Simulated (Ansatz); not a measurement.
The calculation's input:

```
crystal:
  periodic: [false, false, false]
  atoms:
    - {symbol: C, position_ang: [-0.213768, -0.425190, -0.861862]}
    - {symbol: C, position_ang: [0.970467, 0.172114, -0.110298]}
    - {symbol: Ge, position_ang: [-0.683029, 0.223123, 0.908427]}
    - {symbol: H, position_ang: [-0.584341, 0.129114, -1.716997]}
    - {symbol: H, position_ang: [-0.205714, -1.497814, -1.020718]}
    - {symbol: H, position_ang: [1.743374, -0.514759, 0.216255]}
    - {symbol: H, position_ang: [1.364730, 1.112136, -0.480085]}
    - {symbol: H, position_ang: [-1.424077, 1.548135, 1.023125]}
    - {symbol: H, position_ang: [-0.879241, -0.793060, 2.025051]}
basis:
  gaussian: {orbitals: def2-TZVPP}
hamiltonian: {xc: pbe0, dispersion: d4}
output: {orbitals: {seedname: orbitals}}
```

Launched as:

```sh
ansatz run in.yaml --threads 2 --pin off --events-out ev --progress --plain --max-ram 4352MiB
```

Geometry: PBE0-D4/def2-TZVP.

The calculation used RKS PBE0-D4/def2-TZVPP (Ansatz 0.2.0).

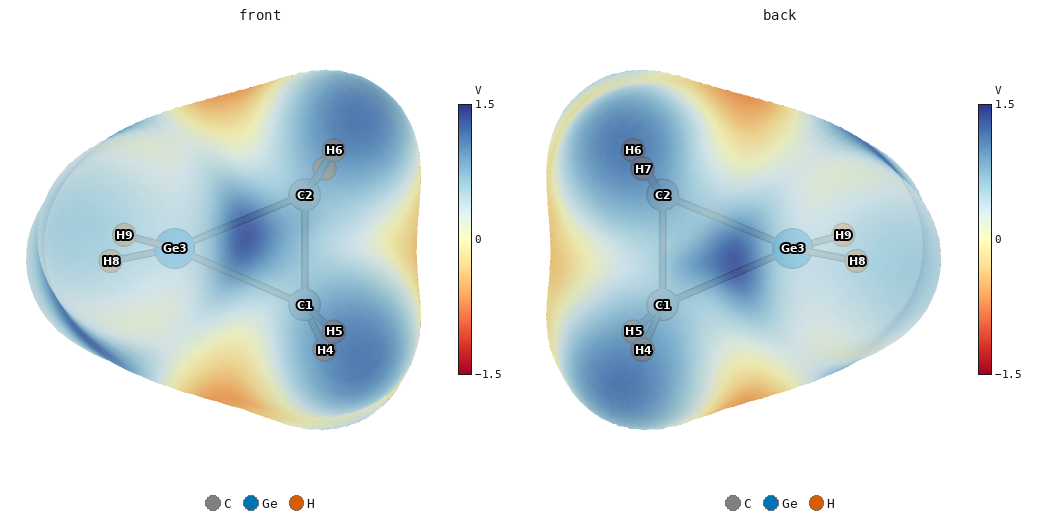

C2H6Ge (SMILES [CH2]1[CH2][GeH2]1). The electrostatic potential painted on the density surface at 0.004 e/bohr³, seen from the front and from behind; red is negative and blue positive.

Where is the surface potential most negative and most positive?

The most negative region (about −0.6 V, or −14 kcal/mol for a unit charge) lies over C1 and C2, the most positive (about +1.3 V, or +30 kcal/mol for a unit charge) over Ge3.
